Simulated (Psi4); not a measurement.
# CH4Si (SMILES C[SiH]): OMP2/def2-TZVP (density fitting for correlation)

What is the energy change on altering one bond length of CH4Si at OMP2/def2-TZVP (density fitting for correlation)? 

The results are computed with Psi4 1.11.

1 further run of the same task is left out (set aside as unsound or not needed).

### 1 Starting point

CH4Si has 6 atoms, charge 0, and is taken as a singlet. SMILES: `C[SiH]`. Geometry: relaxed at PBE0-D4/def2-TZVP.

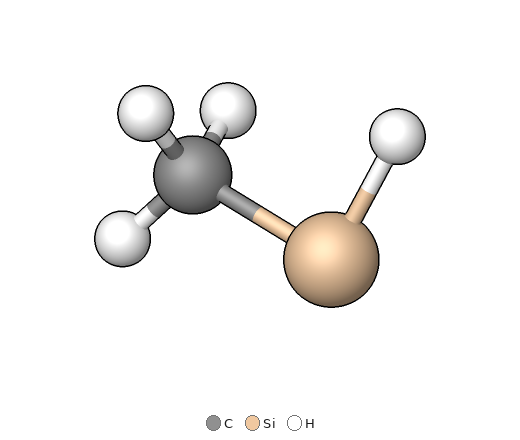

Viewed from a chosen angle; carbon grey, silicon light orange, hydrogen white.

### 2 The energy at OMP2/def2-TZVP (density fitting for correlation)

job.py

```python
import psi4

psi4.set_memory('2200 MB')
psi4.set_num_threads(1)
psi4.set_output_file('run.log', False)

molecule = psi4.geometry("""
0 1
C
Si 1 1.892384
H 1 1.097562 2 109.69888
H 1 1.090646 3 109.04356 2 125.23136
H 1 1.097786 4 108.9829 3 -114.66165
H 2 1.530866 1 94.20249 4 -179.79521
units angstrom
symmetry c1
""")

psi4.set_options({
    'basis': 'def2-TZVP',
    'reference': 'rhf',
    'puream': True,
    'e_convergence': 1e-09,
    'd_convergence': 1e-08,
    'scf_type': 'pk',
    'num_frozen_docc': 6,
})

e, wfn = psi4.energy("omp2", return_wfn=True)
print(f'omp2 energy: {e:.10f} Eh')
```

Run with:

```sh
$ python job.py
```

run.log (excerpt; [...] marks lines left out):

```text
[...]
  Running in c1 symmetry.
[...]
  Nuclear repulsion =   48.603695055921591
[...]
  Multiplicity = 1
[...]
  Nalpha       = 12
  Nbeta        = 12
[...]
    Number of basis functions: 92
[...]
   @RHF iter   1:  -329.00705916077840   -6.35754e-01   4.13461e-03 DIIS/ADIIS
[...]
   @RHF iter  10:  -329.08739452933787   -2.02363e-11   8.23576e-09 DIIS
[...]
    Orbital Energies [Eh]
    ---------------------
    Doubly Occupied:
       1A    -68.783199     2A    -11.208027     3A     -6.130655
       4A     -4.233769     5A     -4.232482     6A     -4.231826
       7A     -0.946878     8A     -0.635523     9A     -0.561991
      10A     -0.553216    11A     -0.440278    12A     -0.318410
[...]
  @RHF Final Energy:  -329.08739452933787
   => Energetics <=
    Nuclear Repulsion Energy =             48.6036950559215910
    One-Electron Energy =                -550.8296711073028291
    Two-Electron Energy =                 173.1385815220433244
    Total Energy =                       -329.0873945293378711
[...]
 Multipole Moments:
 ------------------------------------------------------------------------------------
     Multipole            Electronic (a.u.)      Nuclear  (a.u.)        Total (a.u.)
 ------------------------------------------------------------------------------------
 L = 1.  Multiply by 2.5417464519 to convert [e a0] to [Debye]
 Dipole X            :         -1.0898110            1.1733745            0.0835635
 Dipole Y            :         -0.6945574            0.7483364            0.0537790
 Dipole Z            :          3.3665254           -3.7915040           -0.4249786
 Magnitude           :                                                    0.4364423
[...]
	Warning: cc_lambda option is changed to TRUE
	For this residual convergence, default PCG convergence is:     1.00e-07
[...]
	DF-MP2 Total Energy (a.u.)         :  -329.36039779048400
[...]
	DF-MP2 Total Energy (a.u.)         :  -329.36333391257625
[...]
	DF-OMP2 Total Energy (a.u.)        :  -329.36333391257659
[...]
```

The script printed:

```text
omp2 energy: -329.3633339126 Eh
```

Wall time 12 s (1 thread of Intel Xeon at 2.60GHz (Ice Lake), shared host); peak memory 0.34 GiB.

### 3 The distorted shape, same level

job.json

```json
{
 "schema_name": "qcschema_input",
 "schema_version": 1,
 "molecule": {
  "schema_name": "qcschema_molecule",
  "schema_version": 2,
  "symbols": ["C", "Si", "H", "H", "H", "H"],
  "geometry": [2.23468618, -0.59163734, -1.30771127, 4.14482135, 0.49646696, 1.51289395, -2.18622415, -0.77497668, -0.19313001, 2.81766669, -2.4239158, -2.04980671, 2.36602215, 0.8218778, -2.82043703, 2.68009463, 2.97238613, 1.81846266],
  "molecular_charge": 0,
  "molecular_multiplicity": 1,
  "fix_symmetry": "c1"
 },
 "driver": "energy",
 "model": {
  "method": "omp2",
  "basis": "def2-TZVP"
 },
 "keywords": {
  "puream": true,
  "e_convergence": 1e-09,
  "d_convergence": 1e-08,
  "scf_type": "pk",
  "num_frozen_docc": 6
 }
}
```

Run with:

```sh
$ psi4 --qcschema job.json -n 1 --memory 2200MB
```

stdout (excerpt; [...] marks lines left out):

```text
[...]
  Running in c1 symmetry.
[...]
  Nuclear repulsion =   45.863788184556590
[...]
  Multiplicity = 1
[...]
  Nalpha       = 12
  Nbeta        = 12
[...]
    Number of basis functions: 92
[...]
   @RHF iter   1:  -328.69682777127383   -7.17647e-01   4.85237e-03 ADIIS/DIIS
[...]
   @RHF iter  13:  -328.89351655343467   -1.32445e-11   7.07659e-09 DIIS
[...]
    Orbital Energies [Eh]
    ---------------------
    Doubly Occupied:
       1A    -68.806997     2A    -11.302992     3A     -6.153663
       4A     -4.256585     5A     -4.255533     6A     -4.254738
       7A     -0.943218     8A     -0.657754     9A     -0.600400
      10A     -0.471710    11A     -0.376204    12A     -0.313174
[...]
  @RHF Final Energy:  -328.89351655343467
   => Energetics <=
    Nuclear Repulsion Energy =             45.8637881845565900
    One-Electron Energy =                -544.7286761326214446
    Two-Electron Energy =                 169.9713713946301539
    Total Energy =                       -328.8935165534346652
[...]
 Multipole Moments:
 ------------------------------------------------------------------------------------
     Multipole            Electronic (a.u.)      Nuclear  (a.u.)        Total (a.u.)
 ------------------------------------------------------------------------------------
 L = 1.  Multiply by 2.5417464519 to convert [e a0] to [Debye]
 Dipole X            :          4.5474064           -3.8703649            0.6770416
 Dipole Y            :          0.1283049           -0.0340717            0.0942332
 Dipole Z            :          2.3445821           -2.6518912           -0.3073091
 Magnitude           :                                                    0.7494692
[...]
	Warning: cc_lambda option is changed to TRUE
	For this residual convergence, default PCG convergence is:     1.00e-07
[...]
	DF-MP2 Total Energy (a.u.)         :  -329.18307434022233
[...]
	DF-MP2 Total Energy (a.u.)         :  -329.19455016544401
[...]
	DF-OMP2 Total Energy (a.u.)        :  -329.19455016550455
[...]
```

The result, in JSON:

```text
{
 "driver": "energy",
 "model": {
  "method": "omp2",
  "basis": "def2-TZVP"
 },
 "success": true,
 "return_result": -329.19455016550455,
 "properties": {
  "calcinfo_nbasis": 92,
  "calcinfo_nmo": 92,
  "calcinfo_nalpha": 12,
  "calcinfo_nbeta": 12,
  "calcinfo_natom": 6,
  "nuclear_repulsion_energy": 45.86378818455659,
  "return_energy": -329.19455016550455,
  "scf_one_electron_energy": -544.7286761326214,
  "scf_two_electron_energy": 169.97137139463015,
  "scf_dipole_moment": [0.677041553964354, 0.0942331841874382, -0.30730907140797026],
  "scf_total_energy": -328.89351655343467,
  "scf_iterations": 13,
  "mp2_singles_energy": 0.0,
  "mp2_doubles_energy": -0.28955778678764155,
  "mp2_correlation_energy": -0.2895577867876682,
  "mp2_total_energy": -329.18307434022233
 }
}
```

Run time: 11 s. Hardware: 1 thread of Intel Xeon at 2.60GHz (Ice Lake), shared host; peak memory 0.34 GiB.

### 4 Outcome

At OMP2/def2-TZVP (density fitting for correlation), 6 core orbitals frozen:

| quantity | value |
| --- | --- |
| first shape: total energy | -329.36333 Eh |
| first shape: HOMO energy (Hartree–Fock orbitals) | -8.66 eV |
| first shape: LUMO energy (Hartree–Fock orbitals) | 0.68 eV |
| first shape: HOMO–LUMO gap (Hartree–Fock orbitals) | 9.34 eV |
| first shape: correlation energy (6 core orbitals frozen) | -275.9 mEh |
| distorted shape: total energy | -329.19455 Eh |
| distorted shape: HOMO energy (Hartree–Fock orbitals) | -8.52 eV |
| distorted shape: LUMO energy (Hartree–Fock orbitals) | -0.82 eV |
| distorted shape: HOMO–LUMO gap (Hartree–Fock orbitals) | 7.70 eV |
| distorted shape: correlation energy (6 core orbitals frozen) | -301.0 mEh |
| energy change with the C1–H3 bond stretched from 1.098 to 2.415 Å | 4.593 eV |

One bond (distorted shape) is far stretched, which a spin-restricted single reference describes badly; perturbation theory on it can break down and give far too much correlation. With the C1–H3 bond stretched from 1.098 to 2.415 Å the energy rises by 4.59 eV (106 kcal/mol). The first shape isn't relaxed at this level, so the change isn't measured from a minimum. A restricted reference can't describe the breaking bond well at this length.
